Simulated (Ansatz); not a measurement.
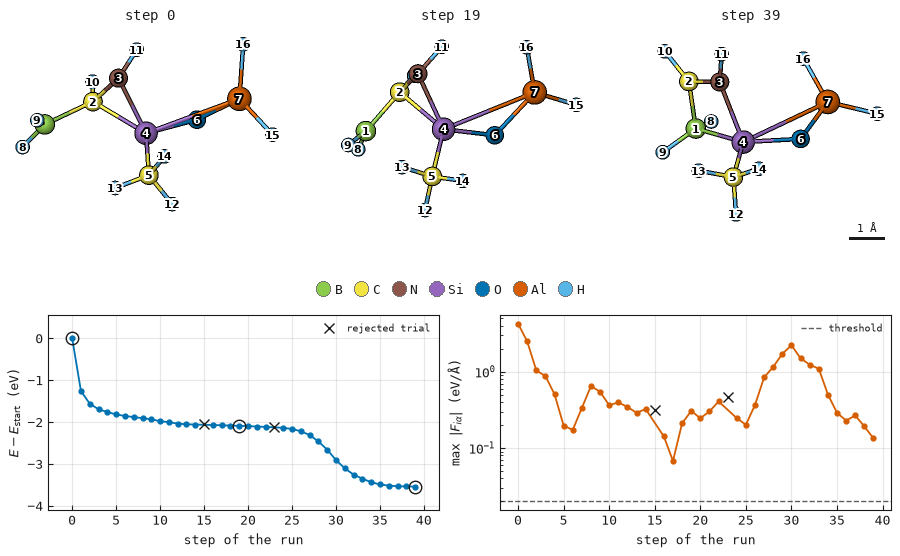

Frames of a relaxation of C₂H₉AlBNOSi, marked on the history of the run. A ball-and-stick model, seen at a tilt.

The run prepares the start of a later molecular dynamics calculation, from a guessed geometry.

Computed with Ansatz 0.2.0, UKS PBE0-D4/STO-3G.

Input file:
```yaml
crystal:
  periodic: [false, false, false]
  atoms:
    - { symbol: B, position_ang: [0.5659, -2.6271, -0.6432] }
    - { symbol: C, position_ang: [-0.5986, -1.6472, -0.0213] }
    - { symbol: "N", position_ang: [-0.1185, -0.9068, 1.0836] }
    - { symbol: Si, position_ang: [-0.3157, 0.1453, -0.3986] }
    - { symbol: C, position_ang: [1.2334, 0.8576, -1.0008] }
    - { symbol: O, position_ang: [-1.7418, 1.1849, -0.1349] }
    - { symbol: Al, position_ang: [-1.1776, 2.4561, 1.0731] }
    - { symbol: H, position_ang: [0.2991, -3.2173, -1.6119] }
    - { symbol: H, position_ang: [1.6145, -2.5939, -0.1635] }
    - { symbol: H, position_ang: [-1.6218, -2.0344, 0.1598] }
    - { symbol: H, position_ang: [-0.8856, -0.7265, 1.7795] }
    - { symbol: H, position_ang: [1.0478, 1.6445, -1.7367] }
    - { symbol: H, position_ang: [1.8166, 0.0932, -1.4354] }
    - { symbol: H, position_ang: [1.736, 1.3402, -0.1088] }
    - { symbol: H, position_ang: [-0.5252, 3.7843, 0.5486] }
    - { symbol: H, position_ang: [-1.3513, 2.2244, 2.6546] }
magnetization:
  spin_polarized: true
basis:
  gaussian: { orbitals: STO-3G }
hamiltonian:
  xc: pbe0
  dispersion: d4
relax:
  f_tol: 0.02
  max_steps: 40
```

Command:
```bash
ansatz run input.yaml --threads 1 --pin off --max-ram 2048MiB --backend cpu --events-out ev --progress --plain --runs-dir out
```

> Describe the path.

The relaxation stopped without meeting its thresholds, so the last structure isn't shown to be converged. It used up its limit of 40 steps. The energy falls by 3.538 eV in 37 accepted moves (39 points after the start). The largest force component goes from 4.3 to 0.13 eV/Å. The line search rejected the trial steps at points 15, 23 of the run. The largest move after the best rigid fit is that of H8, 2.93 Å. Largest moves by element: H 2.93 Å, B 1.73 Å, O 1.42 Å, Al 1.05 Å, C 0.88 Å, Si 0.61 Å. Some distances before and after: B1–Si4 2.919 → 1.986 Å, C2–Si4 1.853 → 2.403 Å, O6–Al7 1.842 → 1.687 Å, Si4–O6 1.784 → 1.661 Å. New bonds form, among them: B1–Si4 (2.92 → 1.99 Å). Bond angles that change, for instance: Si4–N3–H11 111.1° → 144.6°, C2–N3–Si4 68.4° → 94.6°, Si4–O6–Al7 104.7° → 124.3°. Groups turn about Si4–C5 by about 30°. From step 0 to 19: H15 moves most (2.30 Å), energy −2.087 eV. From step 19 to 39: H10 moves most (1.96 Å), energy −1.451 eV.

```json
{"step": "0", "E − E(0), eV": "0.0000", "largest force component, eV/Å": "4.2606", "note": ""}
{"step": "1", "E − E(0), eV": "-1.2569", "largest force component, eV/Å": "2.4946", "note": ""}
{"step": "2", "E − E(0), eV": "-1.5582", "largest force component, eV/Å": "1.0397", "note": ""}
{"step": "3", "E − E(0), eV": "-1.6917", "largest force component, eV/Å": "0.8777", "note": ""}
{"step": "4", "E − E(0), eV": "-1.7561", "largest force component, eV/Å": "0.5069", "note": ""}
{"step": "5", "E − E(0), eV": "-1.8146", "largest force component, eV/Å": "0.1970", "note": ""}
{"step": "6", "E − E(0), eV": "-1.8505", "largest force component, eV/Å": "0.1726", "note": ""}
{"step": "7", "E − E(0), eV": "-1.8778", "largest force component, eV/Å": "0.3358", "note": ""}
{"step": "8", "E − E(0), eV": "-1.9030", "largest force component, eV/Å": "0.6482", "note": ""}
{"step": "9", "E − E(0), eV": "-1.9303", "largest force component, eV/Å": "0.5456", "note": ""}
{"step": "10", "E − E(0), eV": "-1.9754", "largest force component, eV/Å": "0.3633", "note": ""}
{"step": "12", "E − E(0), eV": "-2.0323", "largest force component, eV/Å": "0.3455", "note": ""}
{"step": "13", "E − E(0), eV": "-2.0503", "largest force component, eV/Å": "0.2894", "note": ""}
{"step": "15", "E − E(0), eV": "-2.0537", "largest force component, eV/Å": "0.3121", "note": "rejected"}
{"step": "16", "E − E(0), eV": "-2.0675", "largest force component, eV/Å": "0.1418", "note": ""}
{"step": "18", "E − E(0), eV": "-2.0813", "largest force component, eV/Å": "0.2111", "note": ""}
{"step": "19", "E − E(0), eV": "-2.0867", "largest force component, eV/Å": "0.3059", "note": ""}
{"step": "21", "E − E(0), eV": "-2.1028", "largest force component, eV/Å": "0.3013", "note": ""}
{"step": "22", "E − E(0), eV": "-2.1123", "largest force component, eV/Å": "0.4078", "note": ""}
{"step": "24", "E − E(0), eV": "-2.1336", "largest force component, eV/Å": "0.2466", "note": ""}
{"step": "25", "E − E(0), eV": "-2.1610", "largest force component, eV/Å": "0.2019", "note": ""}
{"step": "27", "E − E(0), eV": "-2.3054", "largest force component, eV/Å": "0.8413", "note": ""}
{"step": "28", "E − E(0), eV": "-2.4589", "largest force component, eV/Å": "1.1578", "note": ""}
{"step": "30", "E − E(0), eV": "-2.9032", "largest force component, eV/Å": "2.2172", "note": ""}
{"step": "31", "E − E(0), eV": "-3.1013", "largest force component, eV/Å": "1.4999", "note": ""}
{"step": "33", "E − E(0), eV": "-3.3474", "largest force component, eV/Å": "1.0945", "note": ""}
{"step": "34", "E − E(0), eV": "-3.4336", "largest force component, eV/Å": "0.5024", "note": ""}
{"step": "36", "E − E(0), eV": "-3.5151", "largest force component, eV/Å": "0.2290", "note": ""}
{"step": "37", "E − E(0), eV": "-3.5273", "largest force component, eV/Å": "0.2675", "note": ""}
{"step": "39", "E − E(0), eV": "-3.5378", "largest force component, eV/Å": "0.1340", "note": ""}
```

Limits of the set-up: STO-3G is a minimal basis, so the numbers are rough.
